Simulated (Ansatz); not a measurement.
# H$_{5}$NOSi···NH$_{3}$···H$_{2}$O: what the fields show

The calculation's input:

```
crystal:
  periodic: [false, false, false]
  atoms:
    - {symbol: Si, position_ang: [-0.343977, 0.403510, -0.838275]}
    - {symbol: N, position_ang: [0.100198, -1.731735, -0.152658]}
    - {symbol: H, position_ang: [0.078762, -0.205521, -2.127959]}
    - {symbol: H, position_ang: [-1.662994, 0.043736, -0.251033]}
    - {symbol: N, position_ang: [-0.584862, 2.051619, -1.406802]}
    - {symbol: H, position_ang: [0.857545, -0.168001, 1.915516]}
    - {symbol: O, position_ang: [0.842738, 0.700083, 0.325091]}
    - {symbol: H, position_ang: [0.107020, -1.779812, 0.867662]}
    - {symbol: O, position_ang: [0.734383, -0.881051, 2.571263]}
    - {symbol: H, position_ang: [-0.585184, -2.384657, -0.513069]}
    - {symbol: H, position_ang: [1.014551, -2.026009, -0.476456]}
    - {symbol: H, position_ang: [-1.291965, 2.640293, -0.994849]}
    - {symbol: H, position_ang: [-0.516558, 2.233228, -2.395028]}
    - {symbol: H, position_ang: [1.094842, 1.623995, 0.231970]}
    - {symbol: H, position_ang: [0.155503, -0.519680, 3.244624]}
basis:
  gaussian: {orbitals: def2-TZVPP}
hamiltonian: {xc: pbe0, dispersion: d4}
output: {orbitals: {seedname: orbitals}}
```

Launched as:

```sh
ansatz run in.yaml --threads 8 --pin off --events-out ev --progress --plain --max-ram 19148MiB
```

The product side of a reaction path; geometry: PBE0-D4/def2-TZVP.

The calculation used Ansatz, RKS PBE0-D4/def2-TZVPP.

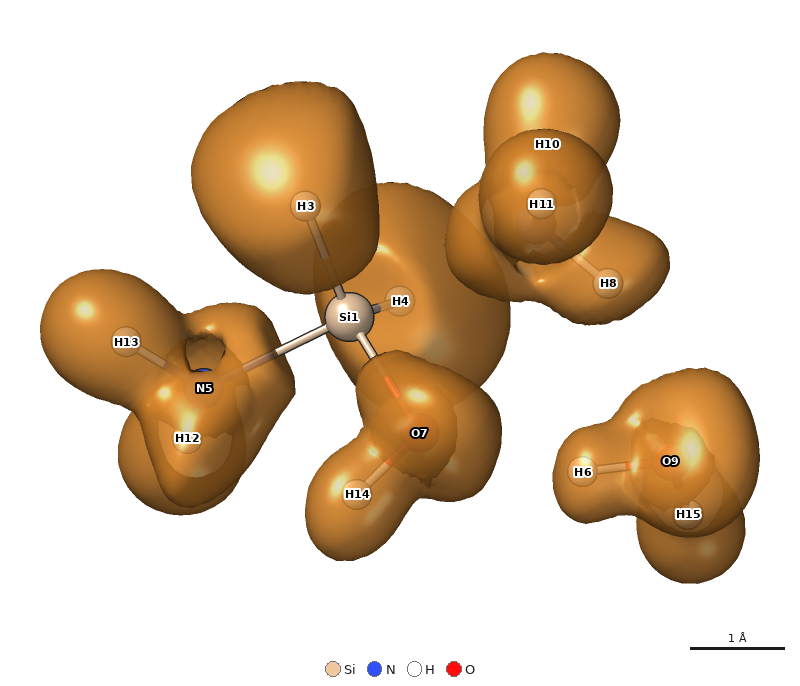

Figure 1. Isosurface of the electron localisation function at 0.75 (orange), seen across its widest extent. Only the valence region is drawn (cores and ρ < 0.01 e/Å³ removed).

What do the ELF domains correspond to?

The ELF exceeds this value in two regions around hydrogen nuclei, two joined regions spread over several atoms (H, N), in which their bonds and any lone pairs are merged and two joined regions spread over several atoms (H, O), in which their bonds and any lone pairs are merged. Profiles from the grid: Si1···N2 (2.29 Å): the ELF peaks at about 0.95 in the valence shell of N, 0.7 Å from its nucleus, and is about 0.65 at the midpoint. Si–O (1.69 Å): the ELF peaks at about 0.90 between the atoms, as expected for a shared but strongly polarised pair.

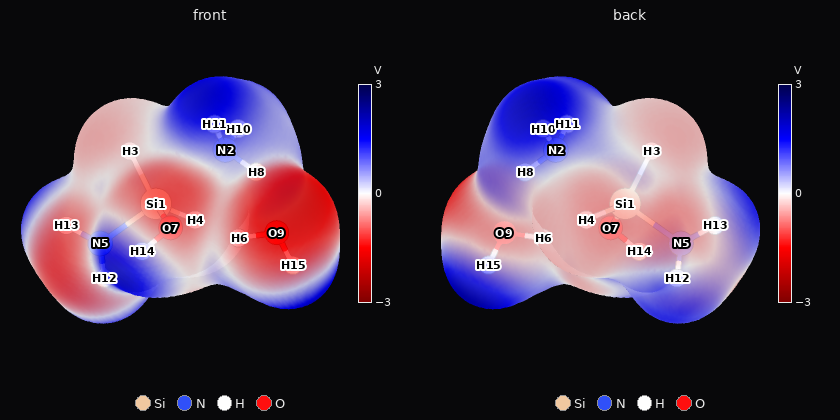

Figure 2. The molecular electrostatic potential painted on the density surface at 0.002 e/bohr³, seen from the front and from behind; the colour scale runs from red (negative) to blue (positive).

Describe the electrostatic potential map.

The most negative region (about −1.7 V) lies over O9, the most positive (about +2.1 V) over H15. O9 is the likeliest acceptor of a hydrogen bond.

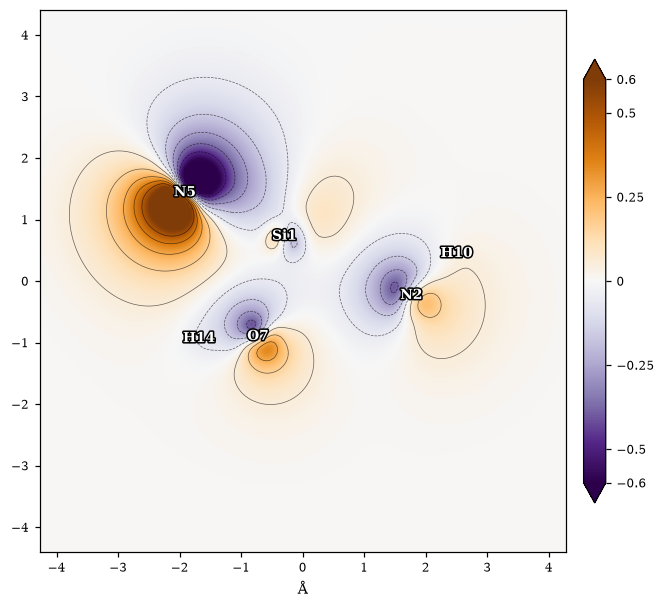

Figure 3. The HOMO on the plane of atoms N5, Si1 and O7 (values in Å⁻³ᐟ²; the overall sign is arbitrary).

Describe this orbital and give its energy.

Its weight (Hirshfeld) is mainly on N5 (about 60 %) and Si1 (about 10 %). Its energy is −6.65 eV.
